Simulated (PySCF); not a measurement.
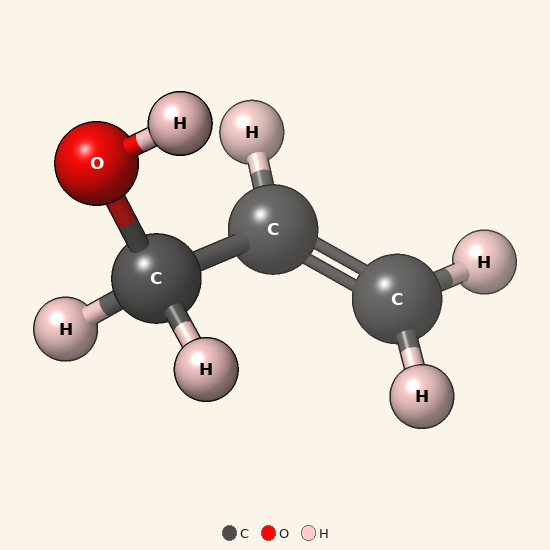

Orthographic view. Depth is shown by fading: the farther an atom, the more it takes the colour of the background. Geometry: a frame of a GFN2-xTB molecular-dynamics simulation, not a minimum.

Give the standard InChI.

InChI=1S/C3H6O/c1-2-3-4/h2,4H,1,3H2
